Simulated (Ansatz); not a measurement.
Pulling on the Ge1–Cl2 bond in ClGeH3 (SMILES [Cl][GeH3]) (multiplicity 1 held, fragments rigid). Energies count from the point at 2.175 Å.
Geometry at that point (charge 0, multiplicity 1):
```xyz
5

Ge    -0.68437     0.03164     0.00356
Cl     1.48817    -0.06879    -0.00774
H     -1.06959     1.46669    -0.37373
H     -1.14315    -0.32667     1.42175
H     -1.18623    -0.98290    -1.03035
```

Restricted levels (R-, RO-) in cc, def2 and unpolarised 6-31G sets keep to the state of the molecule at rest. Active spaces are followed from a long bond inwards. Curves can end on different states.

Frozen-core correlation. Filled d and f shells under p-block atoms count as core.

The values were computed with Ansatz (a quantum-chemistry and plane-wave program) with Gaussian orbitals. Values without a source in brackets are computed.

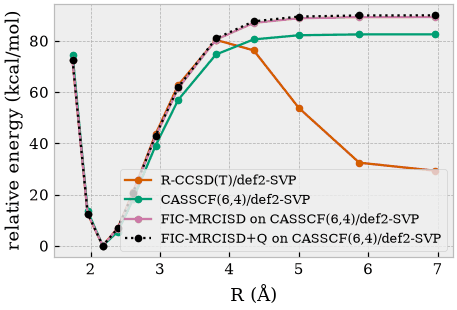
Relative energy along the coordinate

Doubts at one or more of the structures used: a restricted determinant that unrestricted orbitals would lower (R-CCSD(T)/def2-SVP); other coupled-cluster roots lie near (R-CCSD(T)/def2-SVP); T1 above 0.05 (R-CCSD(T)/def2-SVP); active orbitals that take no part (CASSCF(6,4)/def2-SVP, FIC-MRCISD on CASSCF(6,4)/def2-SVP, FIC-MRCISD+Q on CASSCF(6,4)/def2-SVP).
